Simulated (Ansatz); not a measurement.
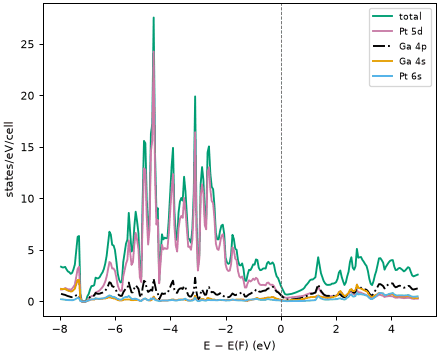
Fig. 1. Total and projected density of states of GaPt in space group P2_13 (No. 198; Ga on 4a, Pt on 4a), DFT-r²SCAN in the program Ansatz with PAW potentials

**Question.** Which orbitals carry the states next to the Fermi level?

**Answer.** Within 0.5 eV of the Fermi level: Pt 5d 45 %, Ga 4p 35 %, Ga 4s 11 %. Projections are on Löwdin-orthogonalised atomic valence shells; empty p or d shells of many metals are not among them.

**Question.** Where is the tallest occupied peak in this window, and what makes it?

**Answer.** Near -4.6 eV, about 28 states/eV per cell; the largest projected share is Pt 5d.

The workflow started from a Materials Project entry (that database holds measured and hypothetical structures alike); the Crystallography Open Database copy checked does not list it. With Ga and Pt taken as one species the cell has the higher symmetry Pa-3, so it may be an ordered model of a mixed-site phase. Its standing as an ambient phase is unchecked. Symmetry was held in the r²SCAN relaxation; whether a distortion lowers the energy is not shown. The run is not spin-polarised. Spin–orbit coupling is left out wherever it is not named.

Potentials: the earlier of the program's two PAW sets.
